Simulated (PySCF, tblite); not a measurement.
# C6H7NO+ (doublet): geometry, infrared bands and EPR parameters

What infrared bands and EPR parameters should C6H7NO+ (doublet) (`[CH2+][C](C#N)/C=C\CO`) show?

The runs use tblite 0.8.0 and PySCF 2.14.0, with density-fitted response routines of our own; the level of theory stands in each step. All values are computed, except where a source is named. Atoms are numbered from 0 throughout.

## 1. The molecule as given

15 atoms, charge 1, multiplicity 2; geometry from: force field or distance geometry start.

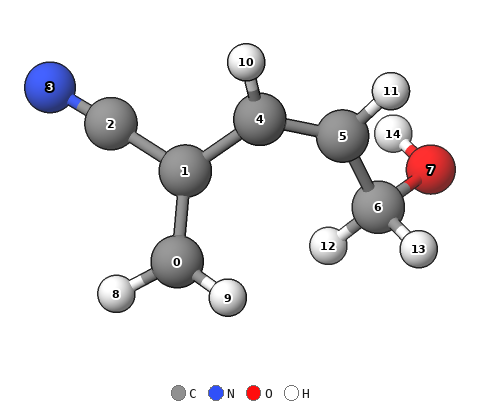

As it starts; carbon grey, nitrogen blue, oxygen red, hydrogen white, atoms numbered.

## 2. Optimising the geometry with GFN2-xTB

What the job is given:

```
{"job": {"kind": "relax", "xc": "GFN2-xTB", "basis": "xTB"}, "charge": 1, "multiplicity": 2}
C     -2.023300     0.177900    -0.113000
C     -1.002200     0.258100     0.886100
C     -1.224700     1.092500     2.033600
N     -1.428500     1.784600     2.941200
C      0.173300    -0.605900     0.949500
C      1.043000    -0.839700    -0.053700
C      1.069100    -0.252900    -1.429300
O      2.364700     0.296400    -1.644700
H     -2.925400     0.778400    -0.018700
H     -1.972900    -0.555800    -0.900600
H      0.348100    -1.094100     1.900200
H      1.863800    -1.531000     0.156000
H      0.327500     0.537500    -1.570700
H      0.901200    -1.041500    -2.170700
H      2.481800     1.003700    -0.987100
```

Run with:

```
$ OMP_NUM_THREADS=1 python probes_run.py task.json out
```

One launch serves the whole session: the jobs run in the order shown.

**Question.** This job is followed by: GFN2-xTB harmonic vibrations, gas phase; UKS B3LYP, pcH-1 on C H N O, non-relativistic, mean-field spin-orbit, GIAO. What will the session give for the following? strongest single infrared mode (GFN2-xTB); zero-point energy (GFN2-xTB); g(iso) (B3LYP); ⟨S²⟩; largest a(iso) (averaged by class).

**Answer**, as computed:

| quantity | value |
| --- | --- |
| strongest single infrared mode (GFN2-xTB) | 1019 cm⁻¹, 191 km/mol |
| zero-point energy (GFN2-xTB) | 68.7 kcal/mol |
| g(iso) (B3LYP) | 2.00372 |
| ⟨S²⟩ | 0.761 (exact 0.75) |
| largest a(iso) (averaged by class) | 1H on H12, H13, 192.0 MHz |

Relaxing lowered the energy by 0.630 eV in 109 steps; the close pair that moved most is C0–C1, from 1.431 to 1.349 Å. No mode is imaginary among the 39: a minimum at this level. The strongest single mode, at 1019 cm⁻¹, is spread over many atoms; the largest shares are those of C5, C6. GFN2-xTB is a fitted tight-binding method: band positions and strengths are rough. Its intensities can rank the bands wrongly. C0 carries the largest spin population, 0.35 e. The isotropic g lies 1.4 ppt above the free-electron value. The conformer search (at its own cheap level) found a structure 18.7 kcal/mol lower, too far down for a turn about a bond: it may have other bonds, so these spectra needn't be the molecule's.
